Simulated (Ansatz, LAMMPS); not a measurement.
## Amorphous 64SiO2-25Y2O3-11Al2O3 (mol %) (164 atoms): geometry optimisation

Aim: bring amorphous 64SiO2-25Y2O3-11Al2O3 (mol %) (164 atoms) to a nearby minimum of the energy and see what moves.

Program: Ansatz 0.2.0. Level of theory: Kohn-Sham DFT, r2SCAN, PAW (set soft_2), plane waves. Results are calculated unless marked as measured.

## Step 1: Starting point

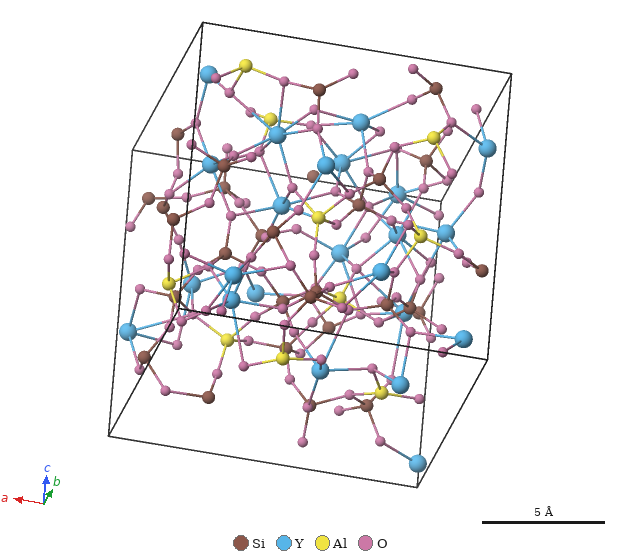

The starting structure, seen from a free direction (silicon brown, yttrium blue, aluminium yellow, oxygen pink). Bonds to atoms that aren't drawn are left out. Some periodic images of atoms are drawn too.

The cell holds 164 atoms: 28 Si, 22 Y, 10 Al and 104 O. Cell: a = 13.034 Å, b = 13.034 Å, c = 13.034 Å, α = 90.0°, β = 90.0°, γ = 90.0°. 164 atoms (28 Si, 22 Er, 10 Al, 104 O) placed at random at 4.5 g/cm³, melted at 5000 K for 10 ps at fixed volume with the Morse and Coulomb pair potential with partial charges (Pedone, Malavasi, Menziani, Cormack and Segre, J. Phys. Chem. B 110, 11780 (2006)). Quenched from 5000 K to 300 K at 1000 K/ps and fixed volume, held 10 ps at zero pressure, then minimised at fixed cell. Then Er was replaced by Y and the cell scaled by 1.01 (the potential has no terms for the new elements, so the cell is a start for a DFT relaxation).

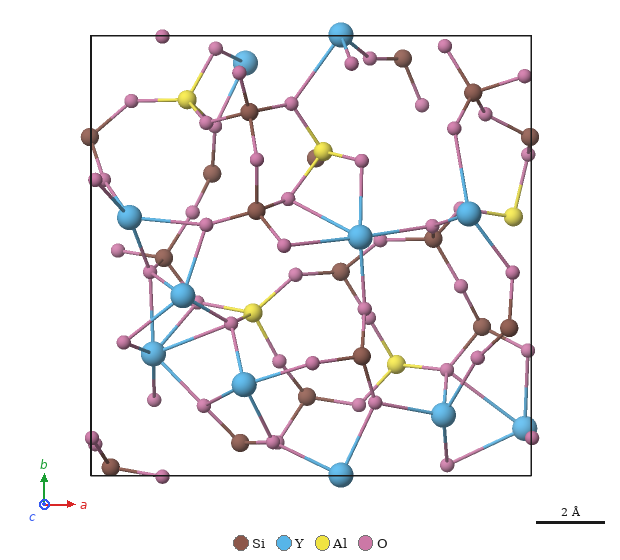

A slice 6 Å thick through the middle of the cell. Bonds to atoms that aren't drawn are left out.

What the set-up can't give: The quench rate of 1000 K/ps far exceeds what a furnace or splat quench reaches, so expect more defects and frozen-in strain than in a real sample. The network of bonds at the start is that of the classical potential that made the cell. Sampling is at Γ alone, for a cell whose shortest periodic width is 13 Å.

## Step 2: The classical run that made the cell

A classical potential supplies the starting structure, since it reaches far longer times than DFT.

This step: classical MD, Morse and Coulomb pair potential with partial charges (Pedone, Malavasi, Menziani, Cormack and Segre, J. Phys. Chem. B 110, 11780 (2006)) (LAMMPS 22 Jul 2025 - Update 4).

in.lmp

```
# melt-quench of Si28Er22Al10O104
units metal
atom_style charge
boundary p p p
region box block 0 13.3129 0 13.3129 0 13.3129
create_box 4 box
mass 1 28.0850   # Si
mass 2 167.2590   # Er
mass 3 26.9815   # Al
mass 4 15.9990   # O
create_atoms 1 random 28 422297 NULL overlap 1.5 maxtry 2000
create_atoms 2 random 22 422304 NULL overlap 1.5 maxtry 2000
create_atoms 3 random 10 422311 NULL overlap 1.5 maxtry 2000
create_atoms 4 random 104 422318 NULL overlap 1.5 maxtry 2000
pair_style hybrid/overlay pedone 5.5 coul/long 8.0
pair_coeff * * coul/long
pair_coeff 1 4 pedone 0.340554 2.006700 2.100000 1   # Si-O
pair_coeff 2 4 pedone 0.040448 2.294078 2.837722 3   # Er-O
pair_coeff 3 4 pedone 0.361581 1.900442 2.164818 0.9   # Al-O
pair_coeff 4 4 pedone 0.042395 1.379316 3.618701 22   # O-O
set type 1 charge 2.4
set type 2 charge 1.8
set type 3 charge 1.8
set type 4 charge -1.2
kspace_style pppm 1.0e-4
neigh_modify delay 0 every 1 check yes
thermo_style custom step time temp pe press density
thermo_modify norm yes
timestep 0.002
thermo 100
min_style cg
minimize 1e-4 1e-4 200 2000
reset_timestep 0
velocity all create 5000 422298 mom yes dist gaussian
# [... 14 lines left out ...]
thermo 1666
fix md all npt temp 300 300 0.2 iso 0 0 2
run 5000 post no
unfix md
thermo 100
min_style cg
minimize 0 1e-3 2000 20000
write_dump all custom glass.dump id type xs ys zs modify sort id
```

Launch:

```
lmp -in in.lmp -log none -nocite
```

The log of the run:

```text
LAMMPS (22 Jul 2025 - Update 4)
Created orthogonal box = (0 0 0) to (13.3129 13.3129 13.3129)
Created 28 atoms
Created 22 atoms
Created 10 atoms
Created 104 atoms
PPPM initialization ...
  G vector (1/distance) = 0.38455075
  grid = 15 15 15
  estimated relative force accuracy = 5.1709142e-05
   Step          Time           Temp          PotEng         Press         Density
         0   0              0             -3.7964293      609466.98      4.5039826
       100   0.2            0             -14.579017     -18439.179      4.5039826
Loop time of 0.102696 s on 1 MPI rank(s) for 100 steps with 164 atoms
Minimization stats:
  Stopping criterion = energy tolerance
  Energy initial, next-to-last, final =
     -3.79642929560186  -14.5775686236458  -14.5790173323211
  Force two-norm initial, final = 370.08972 3.5587607
  Iterations, force evaluations = 100 131
   Step          Time           Temp          PotEng         Press         Density
         0   0              5000          -14.579017      29250.383      4.5039826
       500   1              2450.8356     -14.350148      11299.317      4.5039826
      1000   2              2180.6015     -14.40556      -16603.802      4.5039826
Loop time of 0.653475 s on 1 MPI rank(s) for 1000 steps with 164 atoms
[... 3 lines left out ...]
      2499   4.998          5077.0026     -13.871997      31292.671      4.5039826
      3332   6.664          4813.7845     -13.903125      40450.44       4.5039826
      4165   8.33           4918.8842     -13.86584       41466.66       4.5039826
      4998   9.996          5335.597      -13.965423      53756.45       4.5039826
      5831   11.662         5400.9054     -13.888194      62330.195      4.5039826
[... 1 line left out ...]
Loop time of 3.41797 s on 1 MPI rank(s) for 5000 steps with 164 atoms
   Step          Time           Temp          PotEng         Press         Density
[... 12 lines left out ...]
Loop time of 1.54837 s on 1 MPI rank(s) for 2350 steps with 164 atoms
   Step          Time           Temp          PotEng         Press         Density
[... 3 lines left out ...]
     13328   26.656         315.17733     -14.7165       -2702.5757      4.9548165
     13350   26.7           288.36321     -14.712277     -710.98504      4.9449204
Loop time of 4.42 s on 1 MPI rank(s) for 5000 steps with 164 atoms
   Step          Time           Temp          PotEng         Press         Density
     13350   26.7           288.36321     -14.712276     -709.7728       4.9449204
     13369   26.738         288.36321     -14.753353     -6201.9687      4.9449204
Loop time of 0.053466 s on 1 MPI rank(s) for 19 steps with 164 atoms
Minimization stats:
  Stopping criterion = linesearch alpha is zero
  Energy initial, next-to-last, final =
     -14.7122755417049  -14.7533530011841  -14.7533530011841
  Force two-norm initial, final = 16.177423 0.68589053
  Iterations, force evaluations = 19 69
```

The job ended after 10 s (1 thread of Arm Neoverse V2, shared host; peak memory 0.078 GiB).

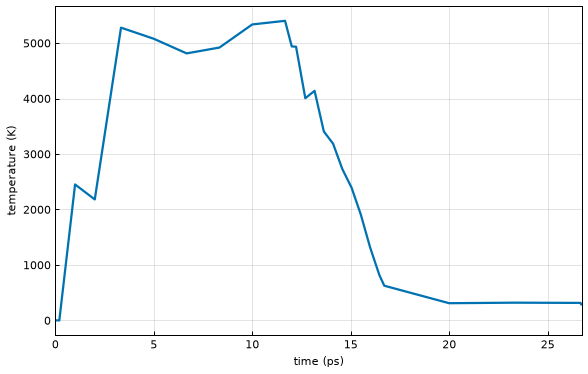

Temperature, plotted against time.

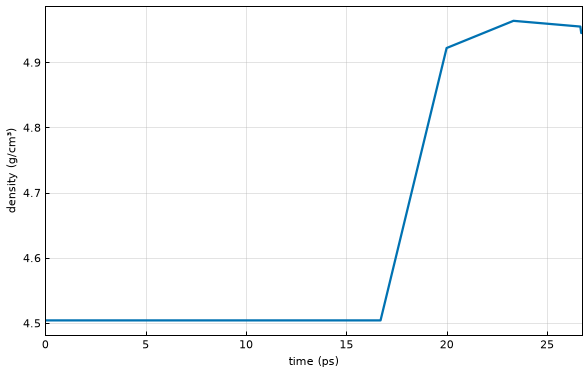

Density, plotted against time.

## Step 3: Single point at the start

A single point comes first, to see the forces before anything moves.

input.yaml

```yaml
crystal:
  lattice:
    - [13.03386, 0.0, 0.0]
    - [0.0, 13.03386, 0.0]
    - [0.0, 0.0, 13.03386]
  atoms:
    - { symbol: Si, position: [0.73372, 0.19079, 0.83055] }
    - { symbol: Si, position: [0.96764, 0.32004, 0.13888] }
    - { symbol: Si, position: [0.42131, 0.03568, 0.99508] }
    - { symbol: Si, position: [0.95065, 0.07911, 0.8045] }
    - { symbol: Si, position: [0.61531, 0.27144, 0.64915] }
    - { symbol: Si, position: [0.14386, 0.44878, 0.91471] }
    - { symbol: Si, position: [0.95028, 0.3355, 0.65898] }
    - { symbol: Si, position: [0.27544, 0.68624, 0.28305] }
    - { symbol: Si, position: [0.21835, 0.9033, 0.952] }
    - { symbol: Si, position: [0.56559, 0.92031, 0.15308] }
    - { symbol: Si, position: [0.41382, 0.25558, 0.09855] }
    - { symbol: Si, position: [0.70856, 0.94771, 0.34256] }
    - { symbol: Si, position: [0.88853, 0.33807, 0.35658] }
    - { symbol: Si, position: [0.51122, 0.72121, 0.26984] }
    - { symbol: Si, position: [0.49081, 0.1793, 0.31847] }
    - { symbol: Si, position: [0.37612, 0.60159, 0.65138] }
    - { symbol: Si, position: [0.56739, 0.46317, 0.34045] }
    - { symbol: Si, position: [0.35998, 0.8262, 0.64393] }
    - { symbol: Si, position: [0.60691, 0.98654, 0.84026] }
    - { symbol: Si, position: [0.93274, 0.38523, 0.8954] }
    - { symbol: Si, position: [0.21421, 0.16414, 0.17458] }
    - { symbol: Si, position: [0.86854, 0.87008, 0.57963] }
    - { symbol: Si, position: [0.33913, 0.07442, 0.46413] }
    - { symbol: Si, position: [0.99745, 0.76947, 0.41471] }
    - { symbol: Si, position: [0.77811, 0.53832, 0.43785] }
    - { symbol: Si, position: [0.16581, 0.49456, 0.37706] }
    - { symbol: Si, position: [0.75211, 0.3232, 0.03601] }
    - { symbol: Si, position: [0.04493, 0.01884, 0.59431] }
    - { symbol: "Y", position: [0.34821, 0.20667, 0.66379] }
    - { symbol: "Y", position: [0.20877, 0.4089, 0.6624] }
    - { symbol: "Y", position: [0.82343, 0.94525, 0.17191] }
    - { symbol: "Y", position: [0.14197, 0.27666, 0.46168] }
    [... 126 atom lines left out ...]
    - { symbol: O, position: [0.83856, 0.12901, 0.80593] }
    - { symbol: O, position: [0.80939, 0.02403, 0.34236] }
    - { symbol: O, position: [0.00969, 0.07147, 0.48902] }
    - { symbol: O, position: [0.26206, 0.56981, 0.6315] }
    - { symbol: O, position: [0.59221, 0.93611, 0.72927] }
    - { symbol: O, position: [0.83984, 0.60688, 0.35091] }
kpoints:
  mp_grid: { grid: [1, 1, 1] }
hamiltonian:
  xc: r2scan
scf:
  occupations: { method: fixed }
output:
  forces: true
  stress: true
  populations: true
  dos:
    method: { smearing: { sigma: 0.15 } }
    de: 0.1
    projected: { site_lists: { Al: [Al], O: [O], Si: [Si], "Y": ["Y"] } }
  eigenvalues: true
```

Launch:

```
ansatz run input.yaml --threads 4 --pin off --max-ram 8192MiB --backend cpu --events-out ev --progress --plain --runs-dir out
```

The log of the run:

```text
Engine: ansatz 0.2.0, aarch64-unknown-linux-gnu
Pseudopotentials: kind: paw
Pseudopotential: Si, paw, valence charge 4, recommended cutoff 500 eV (meta_gga), Si.paw.azcp
Pseudopotential: Y, paw, valence charge 11, recommended cutoff 500 eV (meta_gga), Y.paw.azcp
Pseudopotential: Al, paw, valence charge 3, recommended cutoff 500 eV (meta_gga), Al.paw.azcp
Pseudopotential: O, paw, valence charge 6, recommended cutoff 500 eV (meta_gga), O.paw.azcp
[... 6 lines on functional and potentials left out ...]
Crystal: 164 atoms, lattice volume = 2214.212 Å³
Basis set: ecut = 500 eV, 56115 PW (Γ), exchange–correlation on 384×384×384 points (64 copies of the dense FFT grid, shifted against one another)
Bands: 668, of which v1, the nominal top of the filled ones, is band 504 counted from 1 (503 counted from 0)
Symmetry: 1 space group operations
Space group: P1 (ITA 1), of the structure as read, at distance tolerance 1.3e-4 Å
k-points: 1
[... 13 lines on functional and potentials left out ...]
Initial density: superposition of atomic densities (neutral atoms: chi_scale 0, normalization atom), corrected by the library's trained network
Initial wavefunctions: pseudopotential atomic-orbital guess
Functional: x = r2scan, c = r2scan; τ floored in thin density (d = 2e-4 eV/Å³)
SCF iter   1: F=—  HF=-167593.989549 eV  |F-HF|=—  |Δ(HF+E_count)|=         —  Δρ=9.14e-3  dr2=2.25e0  dr2_τ=1.11e1  ethr=1.77e-3  ⟨swp⟩=5.0  Hψ=2286  notcnv=0  defer=160
preconditioner: auto → Resta (q_TF=auto, 2.393 Å⁻¹)  ε∞=3.2  [insulator: Δε(μ)=3.806 eV  Ē_g=16.537 eV  n_scr=484 (ndim 8)  ℏωp=24.5 eV  f_vac=0.088  ε∞_Penn≈3.2]
SCF iter   2: F=—  HF=-167598.164030 eV  |F-HF|=—  |Δ(HF+E_count)|=    4.17e0  Δρ=5.14e-3  dr2=3.65e-1  dr2_τ=6.24e-2  ethr=2.23e-4  ⟨swp⟩=2.0  Hψ=1185  notcnv=0  defer=160
SCF iter   3: F=—  HF=-167598.120106 eV  |F-HF|=—  |Δ(HF+E_count)|=   4.39e-2  Δρ=1.88e-3  dr2=6.62e-2  dr2_τ=6.27e-3  ethr=3.62e-5  ⟨swp⟩=4.0  Hψ=997  notcnv=0  defer=162
SCF iter   4: F=—  HF=-167598.110903 eV  |F-HF|=—  |Δ(HF+E_count)|=   9.20e-3  Δρ=5.96e-4  dr2=6.38e-3  dr2_τ=1.21e-3  ethr=6.57e-6  ⟨swp⟩=3.0  Hψ=845  notcnv=0  defer=162
SCF iter   5: F=—  HF=-167598.110145 eV  |F-HF|=—  |Δ(HF+E_count)|=   7.58e-4  Δρ=1.92e-4  dr2=6.76e-4  dr2_τ=8.42e-5  ethr=6.33e-7  ⟨swp⟩=2.0  Hψ=893  notcnv=0  defer=162
SCF iter   6: F=—  HF=-167598.110320 eV  |F-HF|=—  |Δ(HF+E_count)|=   1.76e-4  Δρ=8.77e-5  dr2=1.55e-4  dr2_τ=2.07e-5  ethr=6.71e-8  ⟨swp⟩=2.0  Hψ=987  notcnv=0  defer=162
SCF iter   7: F=—  HF=-167598.110306 eV  |F-HF|=—  |Δ(HF+E_count)|=   1.42e-5  Δρ=2.45e-5  dr2=1.34e-5  dr2_τ=1.45e-6  ethr=1.54e-8  ⟨swp⟩=2.0  Hψ=853  notcnv=0  defer=161
SCF iter   8: F=—  HF=-167598.114807 eV  |F-HF|=—  |Δ(HF+E_count)|=   4.50e-3  Δρ=1.06e-5  dr2=2.61e-6  dr2_τ=2.32e-7  ethr=1.33e-9  ⟨swp⟩=2.0  Hψ=1028  notcnv=0  defer=161
SCF iter   9: F=—  HF=-167598.114807 eV  |F-HF|=—  |Δ(HF+E_count)|=   2.76e-7  Δρ=4.08e-6  dr2=3.59e-7  dr2_τ=4.29e-8  ethr=2.59e-10  ⟨swp⟩=2.0  Hψ=868  notcnv=0  defer=161
SCF iter  10: F=-167598.114807 eV  HF=-167598.114807 eV  |F-HF|=1.89e-8  |Δ(HF+E_count)|=   3.94e-8  Δρ=1.40e-6  dr2=4.24e-8  dr2_τ=4.92e-9  ethr=9.92e-12  ⟨swp⟩=16.0  Hψ=4049  notcnv=0
SCF 1 converged in 10 iterations: F = -167598.114807 eV  dr2 = 4.24e-8
  greatest PAW one-centre occupation: 0.996 electrons in one spin orbital (limit 2), on the Y atom at site 39 (counted from 0), in its partial waves of l = 0
SCF converged after 10 iterations
Free energy (F): -167598.114807 eV
Harris-Foulkes:  -167598.114807 eV  (|F-HF|=1.89e-8)
Internal energy: -167598.114807 eV  (E = F + TS)
E sigma→0 (E₀):  -167598.114807 eV
Fermi energy:    5.862314 eV
--- Per-component energies (eV) ---
  E_band       = -5451.015355
  E_kinetic    = 26782.475494
  E_local      = -62949.093995  (includes V_loc(G=0)·N_el)
  E_nonlocal   = 6745.705661
  E_hartree    = 22891.837502
  E_xc         = -13252.878346
  E_vxc        = -17782.828816  (∫ρ·V_xc dr)
  E_paw        = -98492.037413  (= ΣΔE_a)
  E_vpaw       = -5115.466733  (= ΣTr[D̂ρ^β])
  E_aug_tail   = 0.109532  (compensation charges beyond the density's cutoff)
  E_vtau       = 1084.404849  (kinetic-family band-sum trace: ∫τ·v_τ [+ j·A + Jᵃ·Aᵃ] dr)
  E_ewald      = -49314.783206
  E_core_change = -9.450035  (= ΣΔE_core)
  E_smearing   = -0.000000  (= −TS)
  E_closure    = -0.000000  (closes the sum)
  Σ components = -167598.114807   (vs F -167598.114807, Δ=0.00e0)
--- Forces (eV/Å), atoms counted from 1 ---
  atom   1  Si    -0.29760707    -0.49070099     0.15677673
  atom   2  Si     0.24886662    -1.10123306     0.23706552
  atom   3  Si     0.96908369    -0.36776152     0.68513780
  atom   4  Si     0.08136525    -0.57511649    -0.16377564
  atom   5  Si     0.16183519    -0.57798709     0.52388389
  atom   6  Si    -0.94005227    -0.43102787     0.08487771
  atom   7  Si     1.05373285     0.48625723     0.95969366
  atom   8  Si    -0.38672162     0.69381426    -0.19439870
  atom   9  Si     0.04002000    -0.29488538    -0.38928961
  atom  10  Si     0.24591764    -0.92146025     0.16560293
  atom  11  Si    -0.71189878    -1.47104419     1.19742728
  atom  12  Si     0.69635237    -0.41075859    -1.91605089
  atom  13  Si    -0.09363337     0.06621939    -1.59160495
  atom  14  Si    -0.30457039     1.17880652     0.62436054
[...]
atom 163  O     -0.41563317    -0.50748685    -0.63836086
  atom 164  O      0.17391204     0.25355247    -0.16531872
  max |Σ_I F_I| component: 2.76e-4 eV/Å
--- Stress (GPa, compression-positive) ---
       -3.307062      -0.297147      -0.119395
       -0.297176      -1.949379       1.024234
       -0.119390       1.024234      -5.068770
  P = ⅓ Tr σ = -3.4417 GPa (-34.417 kbar)
--- Band table (eV) ---
  k-point 0: bands = ["-37.8126", "-37.7909", "-37.5945", "-37.4886", [... 652 levels ...], "14.6033", "14.6043", "14.6428", "14.6725", "14.7027", "14.7267", "14.7509", "14.7784", "14.8346", "14.8430", "14.8970", "14.9058"]
--- Löwdin populations: 164 sites ---
  site symbol       q [e]
     0     Si      2.1566
     1     Si      2.2121
     2     Si      2.1486
[...]
163      O      6.8152
  spilling = 0.008780 (of n_electrons = 1008.000000)
```

Wall time 2 min (4 threads of Arm Neoverse V2, shared host); peak memory 6.6 GiB; 7.9 min of CPU time.

Reading the cycles: dr2 is the Hartree energy of the density residual (eV), the measure of convergence; HF is the Harris–Foulkes estimate of the energy, which meets the free energy F at convergence.

The program notes that it cut back its work space to fit the memory limit.

Numbers from this run:

| Property | Result |
| --- | --- |
| free energy | -167598.1148 eV |
| free energy per atom | -1021.9397 eV/atom |
| SCF cycles | 10 |
| pressure | -3.442 GPa |
| r.m.s. force component | 0.6636 eV/Å |
| longest force | 2.609 eV/Å |
| Fermi energy | 5.862 eV |
| gap (highest filled to lowest empty level) | 3.372 eV |
| spilling of the projection | 0.00878 |

The r.m.s. force component of 0.66 eV/Å and the pressure of -3.4 GPa set the starting point.

Neighbours are counted within 2.16 Å (O-Si), 3.18 Å (O-Y), 2.33 Å (O-Al).

Length of the force by element and coordination:

```tsv
element	coordination	atoms	mean length of the force (eV/Å)	spread	least	most
Al	all	10	1.09	0.350	0.530	1.70
O	all	104	0.922	0.463	0.103	2.61
O	2	35	0.906	0.558	0.103	2.61
O	3	54	0.984	0.425	0.165	2.01
O	4	15	0.737	0.237	0.273	1.13
Si	all	28	1.35	0.582	0.225	2.39
Y	all	22	1.08	0.540	0.254	2.32
Y	6	14	1.06	0.572	0.256	2.32
Y	7	8	1.13	0.477	0.254	1.98
```

[end of part 1 of 3]

[Logs are printed without paths, hosts, clocks, repeated set-up lines and the standing remarks that a program may print on its own settings, such as how far it seeks lower states.]

[Hosts, paths, dates, database ids (printed as entryN), source tags and the programs' standing remarks are cut or masked in the printed files.]
